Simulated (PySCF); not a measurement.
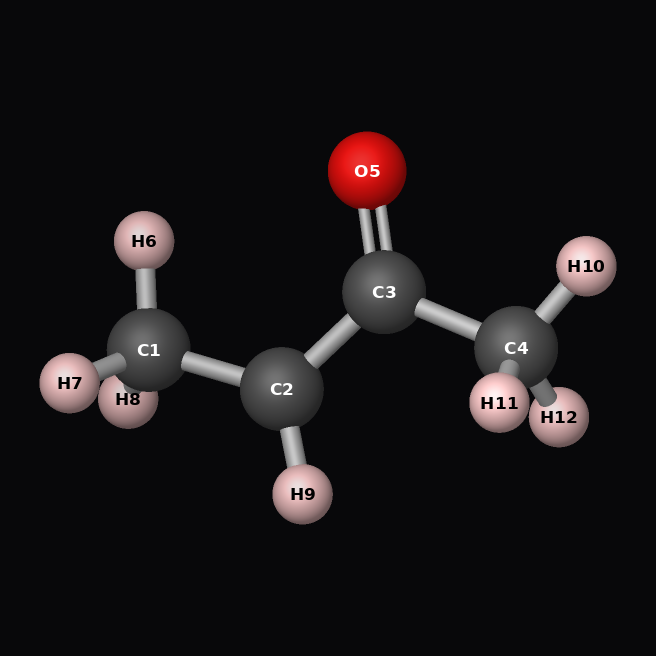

Charge 0, doublet. The geometry was computed by an optimisation with GFN2-xTB. No frequency run is at hand to confirm it as a minimum. Level of theory: UKS B3LYP, pcH-1 on C H O, non-relativistic (PySCF 2.14.0). Fermi-contact and spin-dipolar terms alone, no spin-orbit part.

Question: Which nucleus has the largest dipolar (anisotropic) hyperfine coupling?

Answer: 13C at C2: principal values −64.7, −63.8, 128.5 MHz.

List the isotropic and dipolar parts for the most strongly coupled nuclei, one of each equivalent set.

| atom | isotope | a_iso (MHz) | dipolar part (MHz) |
| --- | --- | --- | --- |
| C2 | 13C | 65.6 | −64.7, −63.8, 128.5 |
| O5 | 17O | −19.3 | −89.5, 44.5, 44.9 |
| H9 | 1H | −50.7 | −30.7, −1.5, 32.3 |
| C3 | 13C | −37.8 | −10.8, 2.2, 8.5 |
| H7 | 1H | 101.2 | −4.8, −3.0, 7.8 |
| H6 | 1H | 1.9 | −4.2, −2.3, 6.5 |
| H11 | 1H | 2.6 | −3.1, −1.8, 4.9 |
| H10 | 1H | −1.7 | −2.0, −1.1, 3.1 |
